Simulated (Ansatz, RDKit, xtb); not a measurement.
# Isomers of C4H7BO, a sample narrowed down, part 2 of 2

A sample of isomers of C4H7BO is drawn. Aim: find which of them has the lowest free energy at 298.15 K, then its properties. The sample is small against all isomers, and the most stable one of this formula need not be in it.

xtb, Ansatz and PySCF; isolated molecules. Earlier steps stand in the parts before.

## Step 7: Vibrations and thermal terms

The lowest few in one piece go on as finalists. In this search the thermal terms come from GFN2-xTB at its own nearest minimum. The first, c387b:

The input, start.xyz:

```xyz
13
c387b
C      0.721472    -1.314397    -0.844905
C      1.793188    -2.252730    -1.301173
C     -0.448170    -1.143373    -1.869618
C      0.533829    -0.069501    -1.774473
B      0.402203    -1.152192     0.642357
O      2.100507    -2.437630    -2.456446
H      1.010262    -1.777355     1.477880
H     -0.467995    -0.390343     0.988374
H      2.317417    -2.797607    -0.475367
H     -1.445546    -1.007083    -1.446254
H     -0.373069    -1.827094    -2.719219
H      0.268985     0.867519    -1.280045
H      1.293842    -0.004149    -2.557436
```

Started as:

```
$ xtb start.xyz --gfn 2 --ohess tight
```

Standard output:

```text
* xtb version 6.7.1
   ID    Z sym.   atoms
    1    6 C      1-4
    2    5 B      5
    3    8 O      6
    4    1 H      7-13

           -------------------------------------------------
          |                Calculation Setup                |
           -------------------------------------------------

          program call               : xtb start.xyz --gfn 2 --ohess tight
          coordinate file            : start.xyz
          omp threads                :                     2

           -------------------------------------------------
          |                 G F N 2 - x T B                 |
           -------------------------------------------------

      * Hamiltonian:
        H0-scaling (s, p, d)           1.850000    2.230000    2.230000
        zeta-weighting                 0.500000
      * Dispersion:
        s8                             2.700000
        a1                             0.520000
        a2                             5.000000
        s9                             5.000000
      * Repulsion:
        kExp                           1.500000    1.000000
        rExp                           1.000000
      * Coulomb:
        alpha                          2.000000
        third order                    shell-resolved
        anisotropic                    true
        a3                             3.000000
        a5                             4.000000
        cn-shift                       1.200000
        cn-exp                         4.000000
        max-rad                        5.000000

          ...................................................
          :                      SETUP                      :
          :.................................................:
          :  # basis functions                  31          :
          :  # atomic orbitals                  31          :
          :  # shells                           19          :
          :  # electrons                        32          :
          :  max. iterations                   250          :
          :  Hamiltonian                  GFN2-xTB          :
          :  restarted?                      false          :
          :  GBSA solvation                  false          :
          :  PC potential                    false          :
          :  electronic temp.          300.0000000     K    :
          :  accuracy                    1.0000000          :
          :  -> integral cutoff          0.2500000E+02      :
          :  -> integral neglect         0.1000000E-07      :
          :  -> SCF convergence          0.1000000E-05 Eh   :
          :  -> wf. convergence          0.1000000E-03 e    :
          :  Broyden damping             0.4000000          :
          :  net charge                          0          :
          :  unpaired electrons                  0          :
          ...................................................

[... 7 lines left out ...]
   *** convergence criteria satisfied after 12 iterations ***
[... 28 lines left out ...]
         :: total energy             -17.373249027700 Eh    ::
[... 39 lines left out ...]
          :   energy convergence         0.1000000E-05 Eh   :
          :   grad. convergence          0.8000000E-03 Eh/α :
[... 26 lines left out ...]
 * total energy  :   -17.3732490 Eh     change       -0.4918611E-08 Eh
[... 18 lines left out ...]
 * total energy  :   -17.3756320 Eh     change       -0.2382922E-02 Eh
[... 18 lines left out ...]
 * total energy  :   -17.3758393 Eh     change       -0.2073876E-03 Eh
[... 16 lines left out ...]
 * total energy  :   -17.3758531 Eh     change       -0.1371448E-04 Eh
[... 17 lines left out ...]
 * total energy  :   -17.3758472 Eh     change        0.5897360E-05 Eh
[... 16 lines left out ...]
 * total energy  :   -17.3758560 Eh     change       -0.8868521E-05 Eh
[... 16 lines left out ...]
 * total energy  :   -17.3758565 Eh     change       -0.4539644E-06 Eh
[... 16 lines left out ...]
 * total energy  :   -17.3758574 Eh     change       -0.9323788E-06 Eh
[... 4 lines left out ...]
   *** GEOMETRY OPTIMIZATION CONVERGED AFTER 8 ITERATIONS ***
[... 2 lines left out ...]
 total energy gain   :        -0.0026084 Eh       -1.6368 kcal/mol
[... 15 lines left out ...]
 final structure:
[... 39 lines left out ...]
          |                Final Singlepoint                |
[... 18 lines left out ...]
          :  -> SCF convergence          0.1000000E-05 Eh   :
          :  -> wf. convergence          0.1000000E-03 e    :
[... 10 lines left out ...]
   *** convergence criteria satisfied after 3 iterations ***
[... 28 lines left out ...]
         :: total energy             -17.375857414675 Eh    ::
[... 88 lines left out ...]
molecular dipole:
[... 79 lines left out ...]
cs  symmetry found (for desy threshold:  0.10E+00) used in thermo

          ...................................................
          :                      SETUP                      :
          :.................................................:
          :  # frequencies                          33      :
          :  # imaginary freq.                       0      :
          :  linear?                             false      :
          :  only rotor calc.                    false      :
          :  symmetry                               cs      :
          :  rotational number                       1      :
          :  scaling factor                  1.0000000      :
          :  rotor cutoff                   50.0000000 cm⁻¹ :
          :  imag. cutoff                  -20.0000000 cm⁻¹ :
          :.................................................:

    mode    ω/cm⁻¹     T·S(HO)/kcal·mol⁻¹    T·S(FR)/kcal·mol⁻¹   T·S(vib)
   ------------------------------------------------------------------------
       1     88.64    -1.10011 ( 90.81%)    -0.88653 (  9.19%)    -1.08048
       2    192.84    -0.65604 ( 99.55%)    -0.65650 (  0.45%)    -0.65605
       3    246.74    -0.52288 ( 99.83%)    -0.58352 (  0.17%)    -0.52299
       4    283.17    -0.45154 ( 99.90%)    -0.54274 (  0.10%)    -0.45162
   ------------------------------------------------------------------------

   temp. (K)  partition function   enthalpy   heat capacity  entropy
                                   cal/mol     cal/K/mol   cal/K/mol   J/K/mol
 298.15  VIB   18.6                 2454.707     18.094     13.973
         ROT  0.122E+06              888.752      2.981     26.259
         INT  0.227E+07             3343.459     21.075     40.232
         TR   0.717E+27             1481.254      4.968     39.105
         TOT                        4824.7131    26.0429    79.3377   331.9491

       T/K    H(0)-H(T)+PV         H(T)/Eh          T*S/Eh         G(T)/Eh
   ------------------------------------------------------------------------
    298.15    0.768867E-02    0.106824E+00    0.376959E-01    0.691278E-01
   ------------------------------------------------------------------------

         :::::::::::::::::::::::::::::::::::::::::::::::::::::
         ::                  THERMODYNAMIC                  ::
         :::::::::::::::::::::::::::::::::::::::::::::::::::::
         :: total free energy         -17.306729599403 Eh   ::
         ::.................................................::
         :: total energy              -17.375857414675 Eh   ::
         :: zero point energy           0.099135069093 Eh   ::
         :: G(RRHO) w/o ZPVE           -0.030007253821 Eh   ::
         :: G(RRHO) contrib.            0.069127815272 Eh   ::
         :::::::::::::::::::::::::::::::::::::::::::::::::::::

optimized geometry written to: xtbopt.xyz

           -------------------------------------------------
          | TOTAL ENERGY              -17.375857414675 Eh   |
          | TOTAL ENTHALPY            -17.269033675790 Eh   |
          | TOTAL FREE ENERGY         -17.306729599403 Eh   |
          | GRADIENT NORM               0.000042481634 Eh/α |
          | HOMO-LUMO GAP               3.472232619731 eV   |
           -------------------------------------------------

------------------------------------------------------------------------
------------------------------------------------------------------------
 total:
 * wall-time:     0 d,  0 h,  0 min,  0.150 sec
 *  cpu-time:     0 d,  0 h,  0 min,  0.297 sec
 * ratio c/w:     1.978 speedup
 SCF:
 * wall-time:     0 d,  0 h,  0 min,  0.004 sec
 *  cpu-time:     0 d,  0 h,  0 min,  0.007 sec
 * ratio c/w:     1.940 speedup
 ANC optimizer:
 * wall-time:     0 d,  0 h,  0 min,  0.022 sec
 *  cpu-time:     0 d,  0 h,  0 min,  0.044 sec
 * ratio c/w:     1.991 speedup
 analytical hessian:
 * wall-time:     0 d,  0 h,  0 min,  0.118 sec
 *  cpu-time:     0 d,  0 h,  0 min,  0.234 sec
 * ratio c/w:     1.994 speedup
```

It took 0.17 s on 2 threads of Intel Xeon 6975P-C (Granite Rapids), shared host.

## Step 8: Thermal terms of the finalists

As xtb prints them, at 298.15 K, with its own treatment of low modes:

```csv
label,SMILES,spin,lowest mode (cm⁻¹),zero-point (kcal/mol),G − E (kcal/mol)
c387b,BC1(C=O)CC1,singlet,89,62.2,43.4
c316b,B[C@@H]1C[C@H]1C=O,singlet,104,62.3,43.3
c999b,B[C@@H]1C[C@@H]1C=O,singlet,83,62.4,43.4
```

## Step 9: The final energy

Single points at CCSD(T)/def2-SVP + MP2/def2-TZVPP - MP2/def2-SVP on the refined geometries decide the order.

c387b, CCSD(T)/def2-SVP:

The input, input.yaml:

```yaml
crystal:
  periodic: [false, false, false]
  atoms:
    - {symbol: C, position_ang: [0.721472, -1.314397, -0.844905]}
    - {symbol: C, position_ang: [1.793188, -2.252730, -1.301173]}
    - {symbol: C, position_ang: [-0.448170, -1.143373, -1.869618]}
    - {symbol: C, position_ang: [0.533829, -0.069501, -1.774473]}
    - {symbol: B, position_ang: [0.402203, -1.152192, 0.642357]}
    - {symbol: O, position_ang: [2.100507, -2.437630, -2.456446]}
    - {symbol: H, position_ang: [1.010262, -1.777355, 1.477880]}
    - {symbol: H, position_ang: [-0.467995, -0.390343, 0.988374]}
    - {symbol: H, position_ang: [2.317417, -2.797607, -0.475367]}
    - {symbol: H, position_ang: [-1.445546, -1.007083, -1.446254]}
    - {symbol: H, position_ang: [-0.373069, -1.827094, -2.719219]}
    - {symbol: H, position_ang: [0.268985, 0.867519, -1.280045]}
    - {symbol: H, position_ang: [1.293842, -0.004149, -2.557436]}
basis:
  gaussian:
    orbitals: def2-SVP
correlation:
  method: ccsd_t
  frozen_orbitals: {H: 0, B: 1, C: 1, O: 1}
```

Started as:

```
$ ansatz run input.yaml --threads 2 --pin off --max-ram 5220MiB --events-out events.jsonl --progress --plain --runs-dir runs
```

Standard output:

```text
Warning: RAYON_NUM_THREADS=2 ignored (pool sized by the plan → 2); use --threads N
Functional definition: HF
  name "HF"
  exchange = exact_x
  correlation = 0
1217 factors; integrals over basis functions are off by at most 1.5e-3 eV
mean field evaluation 1: about -6930.9039 eV, gradient 3.8e1 eV
mean field evaluation 2: about -6931.0327 eV, gradient 3.8e1 eV
mean field evaluation 4: about -6934.7687 eV, gradient 5.2e0 eV
mean field evaluation 8: about -6934.8645 eV, gradient 4.3e-1 eV
mean field evaluation 16: about -6930.9039 eV, gradient 3.8e1 eV
mean field -6934.86637621 eV, -254.8516387046 hartree, gradient 1.9e-6 eV, S^2 0.000000; 0 other end points of the search recorded, 0 dependent functions left out
6 core orbitals not correlated: weight in the atoms' cores, before any rotation towards them, 1.000 or more for the frozen orbitals, at most 0.000 for the correlated occupied ones
reference -6934.86637621 eV, -254.8516387046 hartree; 16, 16 occupied and 97, 97 virtual orbitals, 1217 factors
second order -21.86704050 eV of doubles, -0.00000000 eV of singles
cycle   1  -22.45328857 eV  change   -5.9e-1 eV  update   1.2e-1
cycle   2  -23.08502981 eV  change   -6.3e-1 eV  update   3.6e-2
cycle   3  -23.25561744 eV  change   -1.7e-1 eV  update   2.0e-2
cycle   4  -23.24841156 eV  change    7.2e-3 eV  update   5.1e-3
cycle   5  -23.24791194 eV  change    5.0e-4 eV  update   2.2e-3
cycle   6  -23.24833103 eV  change   -4.2e-4 eV  update   7.0e-4
cycle   7  -23.24790582 eV  change    4.3e-4 eV  update   2.9e-4
cycle   8  -23.24780197 eV  change    1.0e-4 eV  update   1.0e-4
cycle   9  -23.24782818 eV  change   -2.6e-5 eV  update   4.6e-5
cycle  10  -23.24784063 eV  change   -1.2e-5 eV  update   1.5e-5
perturbative correction -0.82005945 eV, -0.0301366290 hartree
Total energy: -6958.93427629 eV, -255.7361177187 hartree
```

Wall time 7.5 s (2 threads of Intel Xeon 6975P-C (Granite Rapids), shared host); peak memory 0.8 GiB.

## Step 10: c387b at MP2/def2-TZVPP

Edit input.yaml of step 9 so:

```diff
@@ -18,5 +18,5 @@
   gaussian:
-    orbitals: def2-SVP
+    orbitals: def2-TZVPP
 correlation:
-  method: ccsd_t
+  method: mp2
   frozen_orbitals: {H: 0, B: 1, C: 1, O: 1}
```

Started as:

```
$ ansatz run input.yaml --threads 2 --pin off --max-ram 5220MiB --events-out events.jsonl --progress --plain --runs-dir runs
```

Standard output:

```text
Warning: RAYON_NUM_THREADS=2 ignored (pool sized by the plan → 2); use --threads N
[... 4 set-up lines as earlier in the session ...]
1698 factors; integrals over basis functions are off by at most 9.0e-4 eV
mean field evaluation 1: about -6937.8558 eV, gradient 4.2e1 eV
mean field evaluation 2: about -6938.1441 eV, gradient 4.2e1 eV
mean field evaluation 4: about -6942.5501 eV, gradient 5.9e0 eV
mean field evaluation 8: about -6942.6618 eV, gradient 5.0e-1 eV
mean field evaluation 16: about -6942.6640 eV, gradient 2.5e-6 eV
mean field -6942.66399102 eV, -255.1381957634 hartree, gradient 2.5e-6 eV, S^2 0.000000; 0 other end points of the search recorded, 0 dependent functions left out
6 core orbitals not correlated: weight in the atoms' cores, before any rotation towards them, 1.000 or more for the frozen orbitals, at most 0.000 for the correlated occupied ones
reference -6942.66399102 eV, -255.1381957634 hartree; 16, 16 occupied and 262, 262 virtual orbitals, 1698 factors
second order -26.81760299 eV of doubles, -0.00000000 eV of singles
Total energy: -6969.48159401 eV, -256.1237244957 hartree
```

Wall time 5.4 s (2 threads of Intel Xeon 6975P-C (Granite Rapids), shared host); peak memory 0.84 GiB.

## Step 11: c316b at CCSD(T)/def2-SVP

The input, input.yaml:

```yaml
crystal:
  periodic: [false, false, false]
  atoms:
    - {symbol: C, position_ang: [-1.011065, 1.121471, -0.881464]}
    - {symbol: C, position_ang: [0.338057, 0.543492, -0.500606]}
    - {symbol: C, position_ang: [0.236743, 1.256630, -1.808479]}
    - {symbol: C, position_ang: [0.208305, 0.441567, -3.055772]}
    - {symbol: B, position_ang: [-1.503884, 2.406797, -0.202326]}
    - {symbol: O, position_ang: [-0.251790, -0.673133, -3.129199]}
    - {symbol: H, position_ang: [-0.690959, 3.223396, 0.165527]}
    - {symbol: H, position_ang: [-2.677743, 2.623007, -0.027536]}
    - {symbol: H, position_ang: [-1.717996, 0.375684, -1.257399]}
    - {symbol: H, position_ang: [0.905806, 1.029396, 0.296392]}
    - {symbol: H, position_ang: [0.421987, -0.545062, -0.551742]}
    - {symbol: H, position_ang: [0.688488, 2.247329, -1.900063]}
    - {symbol: H, position_ang: [0.655966, 0.940171, -3.953533]}
basis:
  gaussian:
    orbitals: def2-SVP
total_charge: 0
magnetization:
  spin_polarized: false
correlation:
  method: ccsd_t
  frozen_orbitals: {H: 0, B: 1, C: 1, O: 1}
```

Started as:

```
$ ansatz run input.yaml --threads 2 --pin off --max-ram 5220MiB --events-out events.jsonl --progress --plain --runs-dir runs
```

Standard output:

```text
Warning: RAYON_NUM_THREADS=2 ignored (pool sized by the plan → 2); use --threads N
[... 4 set-up lines as earlier in the session ...]
1217 factors; integrals over basis functions are off by at most 1.3e-3 eV
mean field evaluation 1: about -6930.7160 eV, gradient 3.9e1 eV
mean field evaluation 2: about -6930.8427 eV, gradient 3.9e1 eV
mean field evaluation 4: about -6934.7127 eV, gradient 5.2e0 eV
mean field evaluation 8: about -6934.8115 eV, gradient 4.5e-1 eV
mean field evaluation 16: about -6930.7166 eV, gradient 3.9e1 eV
mean field -6934.81354499 eV, -254.8496971930 hartree, gradient 1.9e-6 eV, S^2 0.000000; 0 other end points of the search recorded, 0 dependent functions left out
6 core orbitals not correlated: weight in the atoms' cores, before any rotation towards them, 1.000 or more for the frozen orbitals, at most 0.000 for the correlated occupied ones
reference -6934.81354499 eV, -254.8496971930 hartree; 16, 16 occupied and 97, 97 virtual orbitals, 1217 factors
second order -21.84545529 eV of doubles, -0.00000000 eV of singles
cycle   1  -22.44942235 eV  change   -6.0e-1 eV  update   1.2e-1
cycle   2  -23.07803837 eV  change   -6.3e-1 eV  update   3.6e-2
cycle   3  -23.24875658 eV  change   -1.7e-1 eV  update   2.0e-2
cycle   4  -23.24199958 eV  change    6.8e-3 eV  update   5.2e-3
cycle   5  -23.24122985 eV  change    7.7e-4 eV  update   2.4e-3
cycle   6  -23.24173625 eV  change   -5.1e-4 eV  update   8.2e-4
cycle   7  -23.24129212 eV  change    4.4e-4 eV  update   3.9e-4
cycle   8  -23.24110666 eV  change    1.9e-4 eV  update   1.4e-4
cycle   9  -23.24113209 eV  change   -2.5e-5 eV  update   7.1e-5
cycle  10  -23.24115812 eV  change   -2.6e-5 eV  update   3.2e-5
perturbative correction -0.81114203 eV, -0.0298089199 hartree
Total energy: -6958.86584515 eV, -255.7336029205 hartree
```

Run time: 6.6 s. Hardware: 2 threads of Intel Xeon 6975P-C (Granite Rapids), shared host; peak memory 0.79 GiB.

## Step 12: Free energies and the winner

Energies in kcal/mol from c387b; G adds the thermal terms to the CCSD(T)/def2-SVP + MP2/def2-TZVPP - MP2/def2-SVP energy. The columns left of the relaxed level are at the tight-binding geometries.

```csv
label,SMILES,spin,GFN2-xTB,HF/STO-3G,r2SCAN-D4/def2-SVP,B3LYP-D3(BJ)/def2-SVP,HF/def2-SVP,MP2/def2-SVP,CCSD(T)/def2-SVP + MP2/def2-TZVPP - MP2/def2-SVP,G,share at equilibrium,T1
c387b,BC1(C=O)CC1,singlet,0.0,0.0,0.0,0.0,0.0,0.0,0.0,0.0,94.9 %,0.014
c316b,B[C@@H]1C[C@H]1C=O,singlet,0.3,-0.2,1.3,1.3,1.2,1.7,1.8,1.8,4.9 %,0.014
c999b,B[C@@H]1C[C@@H]1C=O,singlet,0.8,1.2,3.9,3.5,3.3,4.5,3.7,3.7,0.2 %,0.013
```

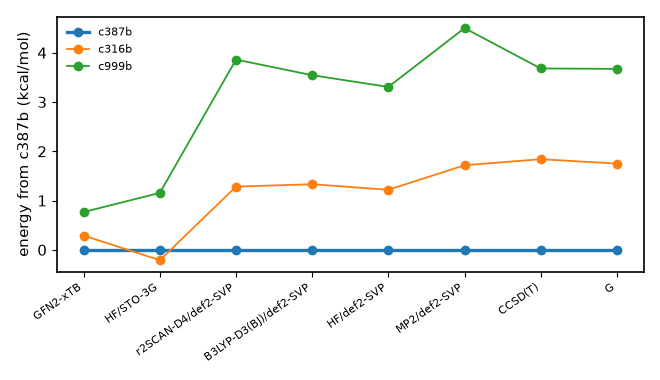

The finalists at each level, measured from c387b.

Lowest found: c387b, `BC1(C=O)CC1`, a singlet. Bond lengths: C1–C2 1.496 Å, C1–C3 1.564 Å, C1–C4 1.565 Å, C3–C4 1.458 Å, C1–B5 1.530 Å, C2–O6 1.210 Å, B5–H7 1.208 Å, B5–H8 1.207 Å, C2–H9 1.120 Å, C3–H10 1.092 Å, C3–H11 1.093 Å, C4–H12 1.092 Å, C4–H13 1.093 Å. Some angles: C1–C2–O6 124.7°, C2–C1–C3 113.9°, C2–C1–C4 113.8°, C2–C1–B5 120.8°, C3–C1–C4 55.5°, C3–C1–B5 118.0°, C4–C1–B5 117.9°, C1–C3–C4 62.2°, C1–C4–C3 62.2°, C1–C2–H9 114.6°.

```xyz
13

C     0.7215   -1.3144   -0.8449
C     1.7932   -2.2527   -1.3012
C    -0.4482   -1.1434   -1.8696
C     0.5338   -0.0695   -1.7745
B     0.4022   -1.1522    0.6424
O     2.1005   -2.4376   -2.4564
H     1.0103   -1.7774    1.4779
H    -0.4680   -0.3903    0.9884
H     2.3174   -2.7976   -0.4754
H    -1.4455   -1.0071   -1.4463
H    -0.3731   -1.8271   -2.7192
H     0.2690    0.8675   -1.2800
H     1.2938   -0.0041   -2.5574
```

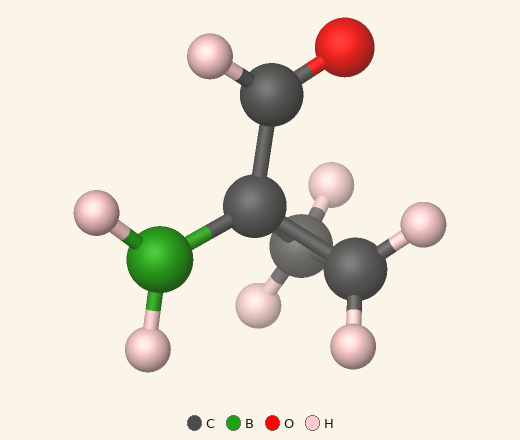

The lowest structure found, seen from a chosen angle (carbon dark grey, boron green, oxygen red, hydrogen pink).

## Step 13: Outcome

What follows sums up all 2 parts.

| quantity | value |
| --- | --- |
| lowest structure found | BC1(C=O)CC1, singlet |
| next finalist | B[C@@H]1C[C@H]1C=O, singlet, 1.8 kcal/mol higher in G |
| share at equilibrium, among the finalists | 94.9 % |
| funnel | 6 starts, 4 minima at GFN2-xTB, 6 screening runs, 3 relaxed, 3 ranked |
| CPU time of all runs | 3.4 min |

What this shows: The search ends on `BC1(C=O)CC1`. The margin, 1.8 kcal/mol, is modest. r2SCAN-D4/def2-SVP, B3LYP-D3(BJ)/def2-SVP, HF/def2-SVP and MP2/def2-SVP already put its bonding pattern lowest among the structures in one piece; GFN2-xTB and HF/STO-3G favour the singlet B[C@@H]1C[C@H]1C=O (c316a, not a finalist). The largest share of the time went into the relaxations (54 %). Lowest found is not proven lowest: the search is finite, and each finalist counts with one conformer. Only 3 drawn patterns were tried, so whole families of isomers are missing, and the result ranks this sample alone. The lowest isomer need not be the one that is made and kept in a bottle, which depends on barriers.
